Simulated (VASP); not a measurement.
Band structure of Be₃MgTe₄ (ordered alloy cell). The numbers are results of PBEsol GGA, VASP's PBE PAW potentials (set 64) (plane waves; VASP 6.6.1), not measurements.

Unless said otherwise, spin-orbit coupling is left out, though it shifts the bands of the heavy elements here.

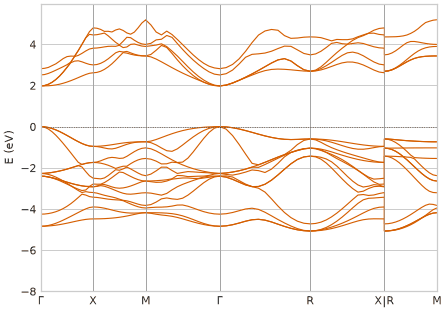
Bands along high-symmetry lines, zero at the valence-band maximum or, without a gap, the Fermi level

**Question.** Read the plot: is there a gap, and where are the band edges?

**Answer.** The gap is direct, 1.98 eV, from the valence maximum at Γ to the conduction minimum at Γ. (Edges off the drawn lines would not show.)

The structure was generated: Be3MgTe4 was put into an ordered model structure (P-43m), which need not be its known phase. It was relaxed first.
